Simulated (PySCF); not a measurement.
# WO2H2: relaxation and vibrations of the singlet

Aim: relax WO2H2 as a singlet from a tetrahedral start, check by its vibrations whether the end is a minimum, and collect its spectrum and constants.

Method: PBE0, basis W def2-TZVP with ECP60, O def2-TZVP, H def2-TZVP, scalar-relativistic core potentials, no spin–orbit coupling, density fitting; program: PySCF 2.14.0.

### Step 1. Starting geometry

5 atoms, charge 0, spin multiplicity 1.

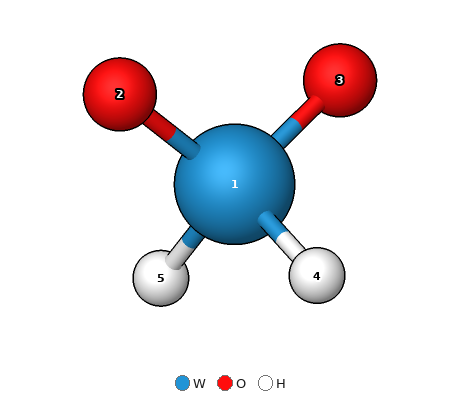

The starting geometry (tungsten blue, oxygen red, hydrogen white); atoms are numbered from 1 in the order of the file.

Z-matrix (Å, degrees; charge 0 multiplicity 1):
```
W
O  1 1.7700
O  1 1.7700 2 109.48
H  1 1.6900 2 109.47 3 120.00
H  1 1.6900 2 109.47 3 -120.00
```

### Step 2. The SCF at the typed geometry

One driver script runs all steps and calls PySCF; scf.py shows how it sets up the SCF of each step. The optimiser is the driver's own. After this first run the driver tries any further starts and a stability analysis.

The input, scf.py:

```python
from pyscf import gto, scf, dft
mol = gto.M(atom='''
W      0.000000     0.000000     0.000000
O      0.000000     1.445300    -1.021800
O     -0.000000    -1.445300    -1.021800
H      1.380000     0.000000     0.975600
H     -1.380000     0.000000     0.975600''',
    basis={'W': 'def2-TZVP', 'O': 'def2-TZVP', 'H': 'def2-TZVP'},
    ecp={'W': 'def2-TZVP'},
    charge=0, spin=0)
mf = dft.RKS(mol, xc='PBE0')
mf.grids.atom_grid = (50, 194)
aux = {'W': 'def2-universal-JKFIT', 'O': 'def2-universal-JKFIT', 'H': 'def2-universal-JKFIT'}
mf = mf.density_fit(auxbasis=aux)
mf.conv_tol = 1e-08
mf.diis_space = 10
mf.max_cycle = 60
mf.init_guess = 'minao'
mf.verbose = 4
mf.kernel()
```

Run with:

```bash
OMP_NUM_THREADS=4 python axn.py task.json out
```

The log of the run:

```text
init E= -198.472378955045
  HOMO = -0.481905571389564  LUMO = -0.277227140750426  gap/eV = 5.56958
cycle= 1 E= -218.039354934423  delta_E= -19.6  |g|= 1.78  |ddm|= 8.09
  HOMO = -0.120460999067259  LUMO = -0.109325808878249  gap/eV = 0.30300
cycle= 2 E= -207.652955298734  delta_E= 10.4  |g|= 6.27  |ddm|= 5.15
  HOMO = -0.313567633178864  LUMO = -0.126834214893687  gap/eV = 5.08128
cycle= 3 E= -218.674083182854  delta_E=  -11  |g|= 0.277  |ddm|= 4.55
  HOMO = -0.346043654723988  LUMO = -0.166643005765167  gap/eV = 4.88174
cycle= 4 E= -218.685671496453  delta_E= -0.0116  |g|= 0.167  |ddm|= 0.336
  HOMO = -0.341442784536301  LUMO = -0.149513103344475  gap/eV = 5.22267
cycle= 5 E= -218.690856697736  delta_E= -0.00519  |g|= 0.0625  |ddm|= 0.0987
  HOMO = -0.342297829861105  LUMO = -0.146428078180733  gap/eV = 5.32989
cycle= 6 E= -218.691511229059  delta_E= -0.000655  |g|= 0.0271  |ddm|= 0.0233
  HOMO = -0.344985374487612  LUMO = -0.14693678544414  gap/eV = 5.38918
cycle= 7 E= -218.691642118796  delta_E= -0.000131  |g|= 0.00634  |ddm|= 0.012
  HOMO = -0.344268963166452  LUMO = -0.146263858719202  gap/eV = 5.38799
cycle= 8 E= -218.691651557355  delta_E= -9.44e-06  |g|= 0.00127  |ddm|= 0.00582
  HOMO = -0.344407612362763  LUMO = -0.146279681925108  gap/eV = 5.39134
cycle= 9 E= -218.69165191206  delta_E= -3.55e-07  |g|= 0.00038  |ddm|= 0.000999
  HOMO = -0.344386325540065  LUMO = -0.146284396617936  gap/eV = 5.39063
cycle= 10 E= -218.691651940789  delta_E= -2.87e-08  |g|= 5.95e-05  |ddm|= 0.000182
  HOMO = -0.344383375102038  LUMO = -0.146286329217833  gap/eV = 5.39050
cycle= 11 E= -218.691651941584  delta_E= -7.95e-10  |g|= 3.67e-06  |ddm|= 4.25e-05
  HOMO = -0.344383020108855  LUMO = -0.14628689836243  gap/eV = 5.39047
Extra cycle  E= -218.69165194156  delta_E= 2.38e-11  |g|= 1.17e-05  |ddm|= 8.12e-06
converged SCF energy = -218.69165194156
```

This step, with its further starts and checks, ran for 6.4 s (4 threads of Arm Neoverse V1, shared host).

The starts that the driver tried:

```csv
start,energy (Eh)
the minimal-basis guess,-218.691652
a thermally smeared density,-218.691652
a smeared PBE density,-218.691652
```

The test of internal stability and the other starts found no lower closed-shell solution.

### Step 3. Tetrahedral start, singlet: relaxation

The program finds C2v symmetry in the start, which this walk keeps.

Edit scf.py of step 2 so:

```diff
@@ -3,5 +3,5 @@
-W      0.000000     0.000000     0.000000
-O      0.000000     1.445300    -1.021800
-O     -0.000000    -1.445300    -1.021800
-H      1.380000     0.000000     0.975600
-H     -1.380000     0.000000     0.975600''',
+W      0.000000     0.000000     0.140949
+O      0.000000     1.445300    -0.880851
+O      0.000000    -1.445300    -0.880851
+H      1.380000     0.000000     1.116549
+H     -1.380000     0.000000     1.116549''',
@@ -18 +17,0 @@
-mf.init_guess = 'minao'
```

Steps of the walk:

```csv
step,energy (Eh),change (kJ/mol),largest symmetric gradient (Eh/bohr)
0,-218.691652,0.00,0.10008
1,-218.703353,-30.72,0.04757
2,-218.706149,-38.06,0.00486
3,-218.706663,-39.41,0.00264
4,-218.706812,-39.80,0.00127
5,-218.706820,-39.82,0.00089
6,-218.706823,-39.83,0.00001
```

The walk took 11 s.

Positions (Å) and forces (eV/Å) along the way:

```
step 0
W    0.000   0.000   0.141   0.000   0.000  -5.146
O    0.000   1.445  -0.881   0.000  -3.213   2.502
O    0.000  -1.445  -0.881   0.000   3.213   2.502
H    1.380   0.000   1.117   0.619   0.000   0.071
H   -1.380   0.000   1.117  -0.619   0.000   0.071
step 1
W    0.000   0.000   0.108   0.000   0.000   2.446
O    0.000   1.380  -0.828   0.000   1.310  -1.202
O    0.000  -1.380  -0.828   0.000  -1.310  -1.202
H    1.406   0.000   1.080   0.459   0.000  -0.021
H   -1.406   0.000   1.080  -0.459   0.000  -0.021
step 3
W    0.000   0.000   0.155   0.000   0.000  -0.136
O    0.000   1.375  -0.832   0.000  -0.101   0.127
O    0.000  -1.375  -0.832   0.000   0.101   0.127
H    1.472   0.000   1.061   0.078   0.000  -0.059
H   -1.472   0.000   1.061  -0.078   0.000  -0.059
step 6
W    0.000   0.000   0.166   0.000   0.000   0.000
O    0.000   1.375  -0.817   0.000   0.000   0.000
O    0.000  -1.375  -0.817   0.000   0.000   0.000
H    1.495   0.000   1.040   0.000   0.000   0.000
H   -1.495   0.000   1.040   0.000   0.000   0.000
```

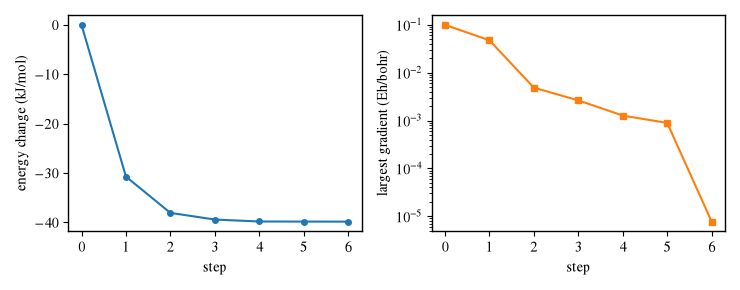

How energy and gradient fall.

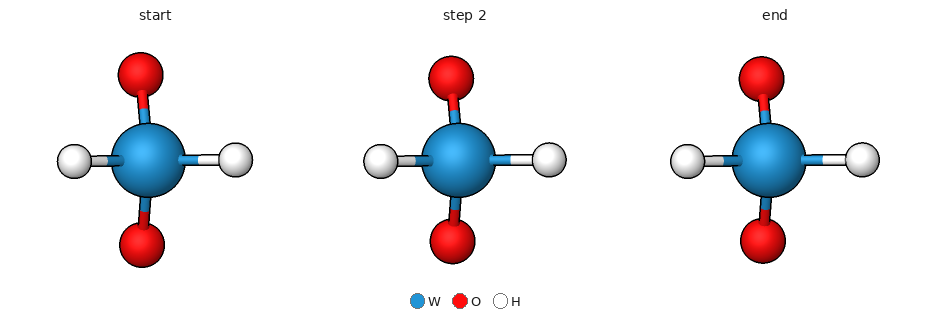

The geometry along the walk, at one scale.

After 6 steps and 39.8 kJ/mol it ends at C2v: W–H 1.732 Å (×2), W–O 1.690 Å (×2); H–W–H 119.4°, H–W–O 107.1° (×4), O–W–O 108.9°.

### Step 4. Hessian and properties

On the finer grid the gradient is checked again; gradients at displacements of ±0.02 bohr then give force constants and infrared intensities.

Edit scf.py of step 3 so:

```diff
@@ -3,5 +3,5 @@
-W      0.000000     0.000000     0.140949
-O      0.000000     1.445300    -0.880851
-O      0.000000    -1.445300    -0.880851
-H      1.380000     0.000000     1.116549
-H     -1.380000     0.000000     1.116549''',
+W      0.000000     0.000000     0.136203
+O      0.000000     1.374899    -0.846857
+O      0.000000    -1.374899    -0.846857
+H      1.495367     0.000000     1.009547
+H     -1.495367     0.000000     1.009547''',
@@ -12 +12 @@
-mf.grids.atom_grid = (50, 194)
+mf.grids.atom_grid = (75, 302)
@@ -15 +15 @@
-mf.conv_tol = 1e-08
+mf.conv_tol = 1e-10
```

This SCF starts from the last density.

Log of the central SCF (cycles and frontier levels):

```text
init E= -218.706882243202
  HOMO = -0.351870976037409  LUMO = -0.126974845104428  gap/eV = 6.11974
cycle= 1 E= -218.706882242942  delta_E= 2.61e-10  |g|= 3.9e-05  |ddm|= 2.31e-05
  HOMO = -0.351871281794922  LUMO = -0.126974205109512  gap/eV = 6.11976
cycle= 2 E= -218.706882240363  delta_E= 2.58e-09  |g|= 0.000122  |ddm|= 7.22e-05
  HOMO = -0.351870871219662  LUMO = -0.126974593144773  gap/eV = 6.11974
cycle= 3 E= -218.706882243233  delta_E= -2.87e-09  |g|= 8.48e-07  |ddm|= 5.48e-05
  HOMO = -0.351870987992513  LUMO = -0.126974649732599  gap/eV = 6.11974
cycle= 4 E= -218.706882243235  delta_E= -1.36e-12  |g|= 1.93e-07  |ddm|= 6.27e-07
  HOMO = -0.351870944908912  LUMO = -0.126974662486219  gap/eV = 6.11974
Extra cycle  E= -218.706882243234  delta_E= 7.96e-13  |g|= 5.94e-07  |ddm|= 3.49e-07
converged SCF energy = -218.706882243234
```

The whole step took 33 s.

Geometry: C2v; W–H 1.732 Å (×2), W–O 1.690 Å (×2); H–W–H 119.4°, H–W–O 107.1° (×4), O–W–O 108.9°.

Harmonic modes (main isotopes):

| symmetry | ω (cm⁻¹) | IR (km/mol) | μ (u) | type |
| --- | --- | --- | --- | --- |
| a1 | 349 | 4.9 | 16.68 | bend |
| b1 | 465 | 1.1 | 1.24 | bend |
| b2 | 653 | 6.5 | 1.07 | bend |
| a2 | 684 | 0.0 | 1.08 | bend |
| a1 | 786 | 47.9 | 1.02 | bend |
| b2 | 1038 | 200 | 12.63 | mixed |
| a1 | 1082 | 70.1 | 15.57 | stretch |
| b1 | 1990 | 157 | 1.02 | stretch |
| a1 | 2004 | 90.5 | 1.01 | stretch |

No imaginary mode, so this is a minimum.

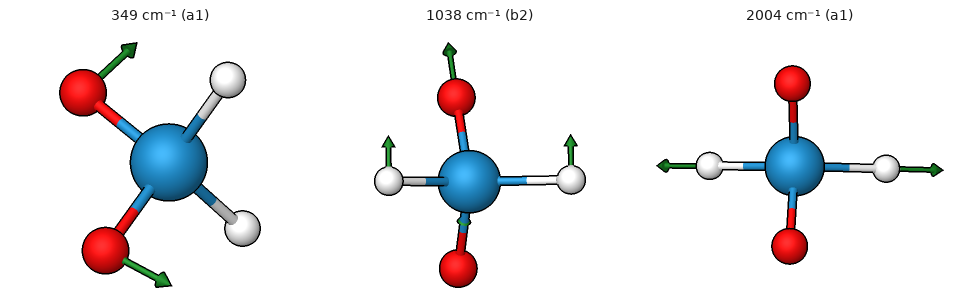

Displacements of 3 of the modes, as arrows (one member where a mode is degenerate).

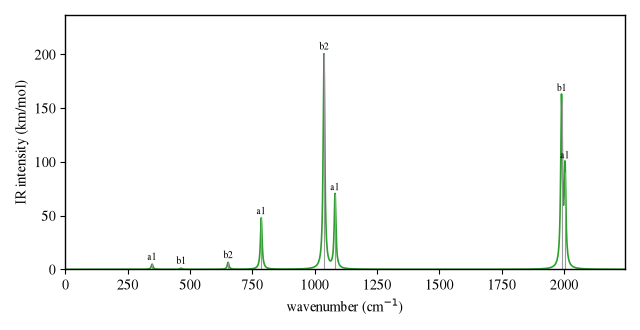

The harmonic infrared spectrum (widths in cm⁻¹). Lines are broadened to a width of 8 cm⁻¹ (Lorentzian).

Properties at this point:

- Dipole moment: 2.77 D
- Highest occupied level: -9.57 eV
- Lowest empty level: -3.46 eV
- Rotational constants: 0.5121, 0.2594, 0.1897 cm⁻¹
- Zero-point energy: 54.1 kJ/mol
- Principal polarisabilities: 41.0, 41.7, 46.1 bohr³
- Atomisation energy without zero-point energy: 1989 kJ/mol
- Principal traceless quadrupole moments about the centre of mass: -3.82, 1.60, 2.22 D Å
- Entropy at 298.15 K and 1 bar: 281.8 J/(mol K)
- Heat capacity Cp at 298.15 K: 58.4 J/(mol K)
- Enthalpy at 298.15 K above 0 K: 12.56 kJ/mol
- Rotational symmetry number: 2

Populations by atom (charges in e):

```csv
atom,Mulliken,Löwdin,polar tensor,Mayer order to W1
W1,1.04,0.69,1.64,–
"O2,3",-0.44,-0.25,-0.62,2.15
"H4,5",-0.08,-0.09,-0.20,0.97
```

Outer orbital energies (eV). occupied: -12.59, -12.15, -11.63, -11.52, -11.20, -11.02, -9.62, -9.57; empty: -3.46, -2.04, -1.14, -0.87.

Mulliken populations on W1 (outside its core potential): s 2.68, p 6.50, d 3.66, f 0.13.

### Step 5. Stability of the closed shell

At the lowest minimum the closed shell is tested against spin polarisation, on the (50, 194) grid. It is stable.

### Step 6. What came out

| quantity | value |
| --- | --- |
| minimum | singlet, C2v |
| geometry | W–H 1.732 Å (×2), W–O 1.690 Å (×2); H–W–H 119.4°, H–W–O 107.1° (×4), O–W–O 108.9° |
| wavenumbers (cm⁻¹) | 349 (a1), 465 (b1), 653 (b2), 684 (a2), 786 (a1), 1038 (b2), 1082 (a1), 1990 (b1), 2004 (a1) |
| dipole moment | 2.77 D |
| highest occupied, lowest empty level | -9.57, -3.46 eV |
| polar-tensor charge of W1 | +1.64 e |
| zero-point energy | 54.1 kJ/mol |
| entropy at 298.15 K | 281.8 J/(mol K) |
| atomisation energy (no zero-point energy) | 1989 kJ/mol |

In words: The molecule stays C2v, as typed, and the end point is a minimum. In the infrared the band at 1038 cm⁻¹ (b2, mixed) leads. Only this shape and spin were tried, so other structures or states may lie lower. Spin–orbit coupling, left out here, can matter for elements this heavy.

The search up to here ran for 53 s (4 threads of Arm Neoverse V1, shared host).
